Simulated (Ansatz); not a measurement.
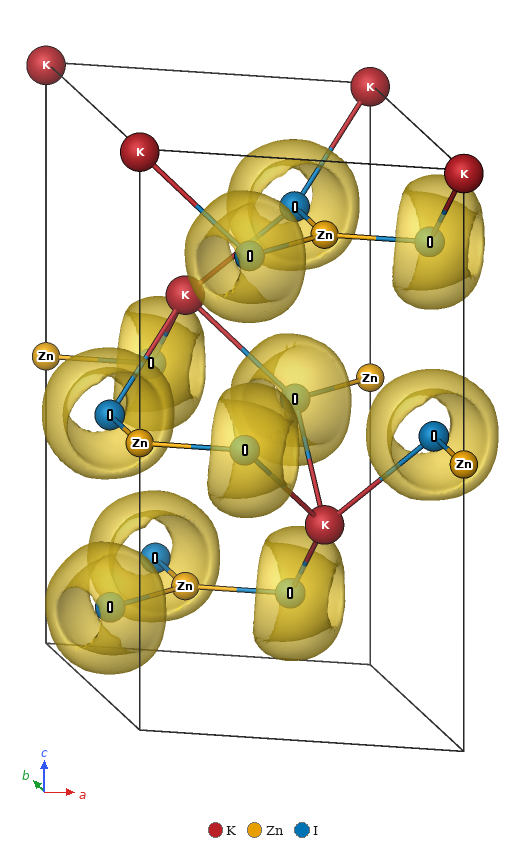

Figure. KZnI₃. Isosurface of the electron localisation function at 0.75 (yellow), seen slightly off an axis. Core shells and regions of very low density are left out. Sticks mark near contacts.

Space group R3; a generated structure, not necessarily the stable one; changed on purpose from its base cell (volume × 0.94, shape and atoms relaxed).

Level of theory: DFT PBE, scalar-relativistic, plane waves, PAW in Ansatz 0.2.0.

Core electrons are frozen (PAW), and the valence fields are smoothed inside the atomic spheres.

```xyz
15
Lattice="7.8207 0.0000 0.0000 -3.9103 6.7729 0.0000 0.0000 0.0000 14.1542" Properties=species:S:1:pos:R:3 pbc="T T T"
K     3.9104    2.2576    4.6386
K     0.0000    4.5153    9.3568
K     0.0000    0.0000   14.0748
Zn    0.0000    4.5153    2.2705
Zn    0.0000    0.0000    6.9885
Zn    3.9104    2.2576   11.7065
I    -1.2595    6.7171    2.2684
I    -1.2596    2.2019    6.9864
I     2.6508    4.4595   11.7044
I    -1.2770    2.3235    2.2684
I     2.6332    4.5812    6.9864
I     2.6333    0.0659   11.7044
I     2.5367    4.5051    2.2684
I    -1.3737    6.7628    6.9864
I     6.4470    2.2475   11.7044
```

Describe the localisation domains.

Answer. At this value the surface marks out nine regions wrapped around I (the valence shell of each), counted in one cell of 15 atoms. Any copies at cell faces, edges or corners count once. Profiles from the grid: Zn–I (2.54 Å): the ELF is about 0.65 at the midpoint. K–I (3.54 Å): the ELF peaks at about 0.80 in the valence shell of I, 1.3 Å from its nucleus, and drops to about 0.05 between the two atoms (a closed-shell, largely ionic contact).
